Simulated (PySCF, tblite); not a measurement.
# C₅H₈FNO: a rotation path, then NMR shifts on frames

How do NMR shifts of C₅H₈FNO (`C[C@H](F)OCCC#N`) change as the atoms move?

The runs use tblite 0.8.0 and PySCF 2.14.0, with density-fitted response routines of our own; the level of theory stands in each step. All values are computed, except where a source is named. Atoms count from 0, in the outputs and in this text.

**1. Starting geometry**

16 atoms, charge 0, multiplicity 1; geometry from: GFN2-xTB.

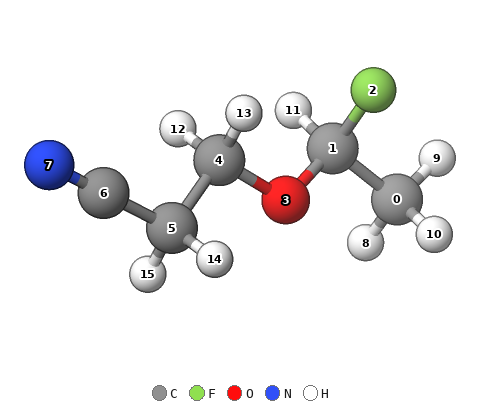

The starting geometry (carbon grey, fluorine green, oxygen red, nitrogen blue, hydrogen white), atoms numbered; sticks join atoms by distance.

**2. The rotation path with GFN2-xTB**

The job: settings as JSON, then the geometry in Å.

```
{"job": {"kind": "neb", "xc": "GFN2-xTB", "basis": "xTB", "atoms": [3, 4, 5, 6], "turn": 120}, "charge": 0, "multiplicity": 1}
C     -2.682979     0.395158    -0.288225
C     -1.443013    -0.475066    -0.226545
F     -1.577425    -1.382988     0.817619
O     -0.339895     0.311176    -0.007542
C      0.899463    -0.379448    -0.019373
C      2.000724     0.665160     0.165223
C      3.302389     0.051042     0.182251
N      4.333598    -0.440561     0.192208
H     -2.609903     1.066032    -1.137885
H     -3.563344    -0.232352    -0.386992
H     -2.752022     0.977678     0.626267
H     -1.327406    -1.108063    -1.127287
H      1.023251    -0.909955    -0.975452
H      0.931115    -1.115785     0.793869
H      1.840708     1.194935     1.107528
H      1.957140     1.391981    -0.649931
```

With the program's defaults for keys left out, this is: GFN2-xTB climbing-image nudged elastic band, gas phase.

On the command line:

```console
$ OMP_NUM_THREADS=1 python probes_run.py task.json out
```

This one command runs all jobs of the session in turn.

Output:

```text
image   E - E0 / eV
  0      -0.0000
  1       0.0044
  2       0.0210
  3       0.0434
  4       0.0595
  5       0.0597
  6       0.0440
  7       0.0221
  8       0.0042
```

Wall time 2.1 s (1 thread of AMD EPYC 9R14, shared host); peak memory 0.18 GiB.

The final band, with the dihedral O3–C4–C5–C6:

```
image  dihedral (°)  energy (eV)  energy (kcal/mol)
    0           179        0.000                0.0
    1           191        0.004                0.1
    2           205        0.021                0.5
    3           219        0.043                1.0
    4           233        0.059                1.4
    5           246        0.060                1.4
    6           260        0.044                1.0
    7           274        0.022                0.5
    8           289        0.004                0.1
```

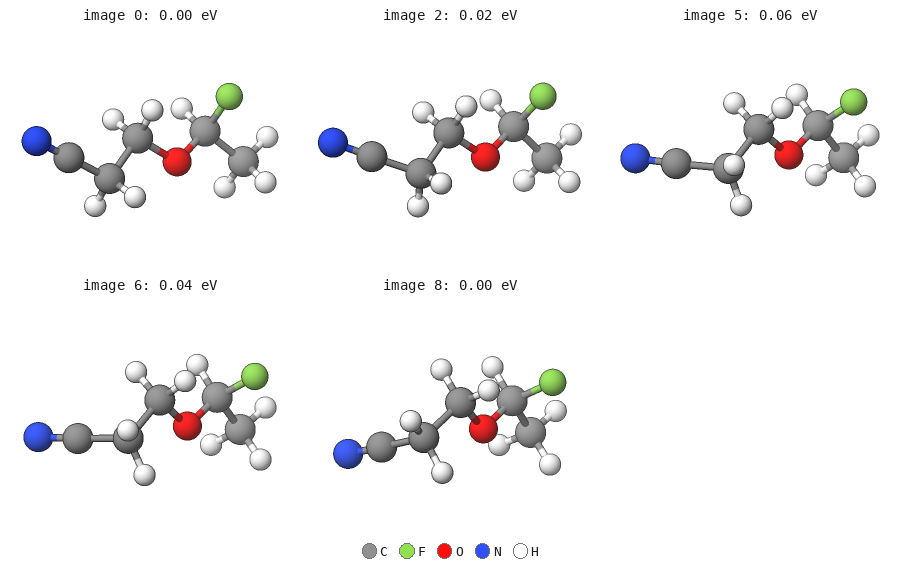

Images along the band.

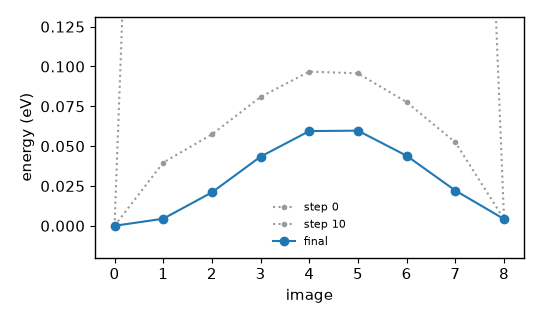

Energy along the band, early and final.

**3. Shielding tensors: image 0, PBE0/pcSseg-1**

The job: settings as JSON, then the geometry in Å.

```
{"job": {"kind": "nmr", "xc": "PBE0", "basis": "pcSseg-1", "pop": false}, "charge": 0, "multiplicity": 1}
C     -2.683000     0.395200    -0.288200
C     -1.443000    -0.475100    -0.226500
F     -1.577400    -1.383000     0.817600
O     -0.339900     0.311200    -0.007500
C      0.899500    -0.379400    -0.019400
C      2.000700     0.665200     0.165200
C      3.302400     0.051000     0.182300
N      4.333600    -0.440600     0.192200
H     -2.609900     1.066000    -1.137900
H     -3.563300    -0.232400    -0.387000
H     -2.752000     0.977700     0.626300
H     -1.327400    -1.108100    -1.127300
H      1.023300    -0.910000    -0.975500
H      0.931100    -1.115800     0.793900
H      1.840700     1.194900     1.107500
H      1.957100     1.392000    -0.649900
```

With the program's defaults for keys left out, this is: GIAO PBE0/pcSseg-1 NMR shielding, non-relativistic, gas phase.

Output:

```text
coarse grid: 13624 points
cycle   1  E = -424.4478071556  dE =  1.029e+00  |g| = 7.919e-01  |ddm| = 3.446e+00
cycle   2  E = -424.2479318565  dE =  1.999e-01  |g| = 1.299e+00  |ddm| = 1.455e+00
cycle   3  E = -424.5547819129  dE = -3.069e-01  |g| = 2.469e-01  |ddm| = 9.775e-01
cycle   4  E = -424.5665526179  dE = -1.177e-02  |g| = 7.383e-02  |ddm| = 1.825e-01
cycle   5  E = -424.5675813041  dE = -1.029e-03  |g| = 1.762e-02  |ddm| = 5.840e-02
cycle   6  E = -424.5676461591  dE = -6.485e-05  |g| = 3.665e-03  |ddm| = 1.447e-02
cycle   7  E = -424.5676485172  dE = -2.358e-06  |g| = 1.359e-03  |ddm| = 3.143e-03
final grid: 132824 points
cycle   8  E = -424.6317310589  dE = -3.438e-05  |g| = 1.204e-02  |ddm| = 2.463e-02
cycle   9  E = -424.6317082008  dE =  2.286e-05  |g| = 1.681e-02  |ddm| = 1.703e-02
cycle  10  E = -424.6317577622  dE = -4.956e-05  |g| = 1.384e-03  |ddm| = 1.042e-02
cycle  11  E = -424.6317581660  dE = -4.037e-07  |g| = 2.419e-04  |ddm| = 1.251e-03
cycle  12  E = -424.6317581740  dE = -8.001e-09  |g| = 1.241e-04  |ddm| = 2.305e-04
cycle  13  E = -424.6317581762  dE = -2.192e-09  |g| = 2.316e-05  |ddm| = 7.475e-05
cycle  14  E = -424.6317581763  dE = -9.004e-11  |g| = 7.572e-06  |ddm| = 2.132e-05
converged SCF energy = -424.6317581763

GIAO shielding tensors (ppm)
atom      isotropic    diamagn.    paramagn.     s11        s22        s33       span
  0 C      162.880     248.130     -85.250    144.697    155.958    187.986     43.289
  1 C       72.592     240.563    -167.970     48.904     72.827     96.045     47.141
  2 F      318.643     476.264    -157.621    229.644    360.297    365.987    136.344
  3 O      227.313     401.603    -174.291    168.761    229.319    283.857    115.096
  4 C      117.847     245.372    -127.525     84.304    104.045    165.191     80.886
  5 C      168.267     246.454     -78.187    150.732    169.823    184.245     33.513
  6 C       66.339     258.558    -192.219    -47.880    -46.770    293.667    341.547
  7 N      -35.450     338.433    -373.883   -209.754   -201.525    304.931    514.685
  8 H       30.467      29.383       1.084     26.445     28.693     36.264      9.820
  9 H       30.226      27.228       2.998     26.357     27.831     36.490     10.133
 10 H       30.001      29.468       0.533     26.629     28.701     34.674      8.045
 11 H       26.042      30.674      -4.631     24.384     25.028     28.715      4.330
 12 H       28.040      31.572      -3.532     24.092     28.147     31.881      7.789
 13 H       27.262      31.451      -4.189     22.043     28.665     31.078      9.036
 14 H       29.070      28.365       0.704     24.263     28.920     34.026      9.762
 15 H       29.107      28.288       0.819     24.316     28.897     34.108      9.792
```

It took 17 s on 1 thread of AMD EPYC 9R14, shared host; peak memory 0.78 GiB.

Shifts follow as δ = σ(reference) − σ, with reference shieldings (ppm) from runs at the same level and on the same kind of geometry: ¹H TMS 31.72, ¹³C TMS 186.9, ¹⁹F CFCl3 170.9, ¹⁵N NH3 267.7, ¹⁷O H2O 336.1. The references are single molecules in the gas phase, so shifts against H2O, NH3, PH3, H3PO4 or CFCl3 are not on the usual liquid scales and can be off by tens of ppm. Each atom is listed at this fixed geometry, with no averaging over motion; a spectrum would average atoms that exchange fast.

```
atoms                              environment  σ (ppm)  δ (ppm)
   C6                           nitrile carbon     66.3    120.6
   C1                 sp3 CH bonded to F and O     72.6    114.3
   C4                      sp3 CH2 bonded to O    117.8     69.1
   C0                            methyl carbon    162.9     24.0
   C5                   sp3 CH2 α to a nitrile    168.3     18.7
  H11  hydrogen on an sp3 CH bonded to F and O    26.04     5.67
  H13       hydrogen on an sp3 CH2 bonded to O    27.26     4.46
  H12       hydrogen on an sp3 CH2 bonded to O    28.04     3.68
  H14    hydrogen on an sp3 CH2 α to a nitrile    29.07     2.65
  H15    hydrogen on an sp3 CH2 α to a nitrile    29.11     2.61
  H10              hydrogen on a methyl carbon    30.00     1.72
   H9              hydrogen on a methyl carbon    30.23     1.49
   H8              hydrogen on a methyl carbon    30.47     1.25
   F2                fluorine on an sp3 carbon    318.6   -147.7
   O3                             ether oxygen    227.3    108.8
   N7                         nitrile nitrogen    -35.4    303.2
```

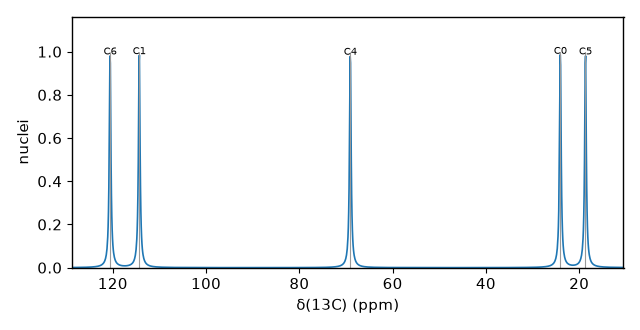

¹³C lines at the computed shifts, without couplings. Lines are broadened to a width of 0.41 ppm (Lorentzian).

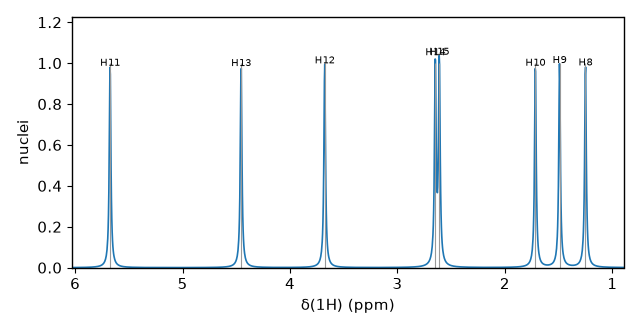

¹H lines at the computed shifts, without couplings. Lines are broadened to a width of 0.02 ppm (Lorentzian).

**4. Shielding tensors: image 2, PBE0/pcSseg-1**

The job: settings as JSON, then the geometry in Å.

```
{"job": {"kind": "nmr", "xc": "PBE0", "basis": "pcSseg-1", "pop": false}, "charge": 0, "multiplicity": 1}
C     -2.644100     0.406300    -0.437300
C     -1.444100    -0.488800    -0.189900
F     -1.682700    -1.272400     0.935000
O     -0.335900     0.291900     0.024900
C      0.893300    -0.408300     0.135600
C      1.996700     0.638900     0.332800
C      3.268500     0.127200    -0.108100
N      4.264500    -0.299100    -0.471700
H     -2.476000     0.992000    -1.336000
H     -3.538600    -0.198100    -0.553500
H     -2.763500     1.074400     0.411500
H     -1.289400    -1.221500    -1.005400
H      1.074200    -0.988800    -0.782300
H      0.859500    -1.104400     0.983100
H      2.065500     0.933200     1.382800
H      1.744400     1.526400    -0.255700
```

Level: GIAO PBE0/pcSseg-1 NMR shielding, non-relativistic, gas phase.

Output:

```text
coarse grid: 13624 points
cycle   1  E = -424.4456698358  dE =  1.020e+00  |g| = 7.932e-01  |ddm| = 3.440e+00
cycle   2  E = -424.2447156677  dE =  2.010e-01  |g| = 1.301e+00  |ddm| = 1.445e+00
cycle   3  E = -424.5530383772  dE = -3.083e-01  |g| = 2.468e-01  |ddm| = 9.730e-01
cycle   4  E = -424.5647991697  dE = -1.176e-02  |g| = 7.394e-02  |ddm| = 1.823e-01
cycle   5  E = -424.5658305617  dE = -1.031e-03  |g| = 1.769e-02  |ddm| = 5.819e-02
cycle   6  E = -424.5658959617  dE = -6.540e-05  |g| = 3.661e-03  |ddm| = 1.452e-02
cycle   7  E = -424.5658983069  dE = -2.345e-06  |g| = 1.366e-03  |ddm| = 3.131e-03
final grid: 132824 points
cycle   8  E = -424.6300589863  dE = -3.658e-05  |g| = 1.183e-02  |ddm| = 2.443e-02
cycle   9  E = -424.6300371052  dE =  2.188e-05  |g| = 1.648e-02  |ddm| = 1.662e-02
cycle  10  E = -424.6300848372  dE = -4.773e-05  |g| = 1.375e-03  |ddm| = 1.018e-02
cycle  11  E = -424.6300852365  dE = -3.993e-07  |g| = 2.493e-04  |ddm| = 1.251e-03
cycle  12  E = -424.6300852450  dE = -8.421e-09  |g| = 1.330e-04  |ddm| = 2.427e-04
cycle  13  E = -424.6300852474  dE = -2.441e-09  |g| = 3.916e-05  |ddm| = 9.218e-05
cycle  14  E = -424.6300852476  dE = -2.402e-10  |g| = 2.076e-05  |ddm| = 3.206e-05
converged SCF energy = -424.6300852476

GIAO shielding tensors (ppm)
atom      isotropic    diamagn.    paramagn.     s11        s22        s33       span
  0 C      162.615     248.308     -85.693    144.063    155.959    187.822     43.759
  1 C       72.461     240.744    -168.283     48.648     72.234     96.501     47.853
  2 F      318.933     475.962    -157.029    227.558    361.048    368.193    140.635
  3 O      225.390     401.533    -176.143    160.392    224.366    291.412    131.020
  4 C      117.509     245.568    -128.060     82.131    106.126    164.268     82.137
  5 C      168.050     246.994     -78.945    149.434    169.650    185.065     35.631
  6 C       65.493     259.095    -193.602    -51.772    -45.885    294.137    345.909
  7 N      -35.640     338.472    -374.112   -206.731   -199.950    299.761    506.493
  8 H       30.455      29.604       0.851     26.408     28.787     36.169      9.761
  9 H       30.228      27.266       2.963     26.394     27.784     36.507     10.113
 10 H       29.994      29.452       0.541     26.672     28.653     34.655      7.983
 11 H       26.060      30.802      -4.742     24.465     25.153     28.561      4.096
 12 H       28.053      32.194      -4.141     23.756     28.066     32.337      8.581
 13 H       27.112      31.110      -3.998     22.132     28.595     30.609      8.477
 14 H       28.932      27.604       1.328     24.270     28.230     34.297     10.027
 15 H       29.164      28.969       0.195     24.283     29.502     33.707      9.424
```

Wall time 15 s (1 thread of AMD EPYC 9R14, shared host); peak memory 0.81 GiB.

In short: δ C6 121.4, C1 114.5, C4 69.4, C0 24.3, H11 5.66, H13 4.61 ppm.

[end of part 1 of 2]
